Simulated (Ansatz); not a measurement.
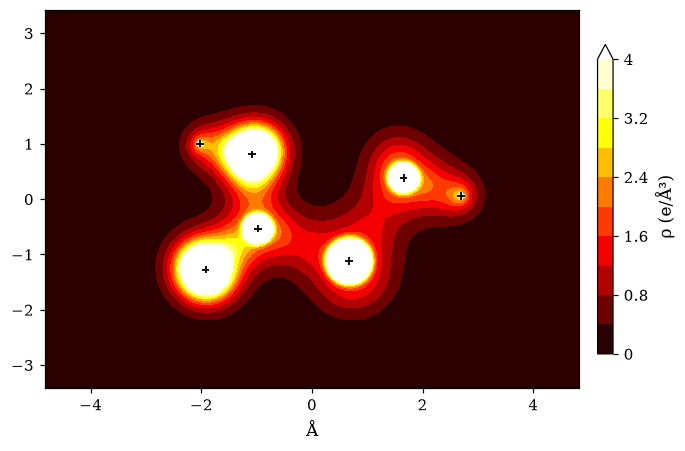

The electron density on a plane through atoms (crosses mark nuclei in the plane).

Method: Ansatz 0.2.0, RKS PBE0-D4/def2-TZVPP.

Candidates:
A. CH$_{4}$O$_{3}$Si (SMILES O[Si]1(O)CO1)
B. C$_{2}$H$_{4}$O$_{2}$S (SMILES CSC(=O)O)

Question: Which system is this?

Answer: Candidate B: C$_{2}$H$_{4}$O$_{2}$S on the plane of atoms S2, C3 and O5, which holds C, S, O and H. C–O (1.20 Å): ρ at the midpoint is about 3.5 e/Å³. C–S (1.75 Å): ρ at the midpoint is about 1.4 e/Å³.
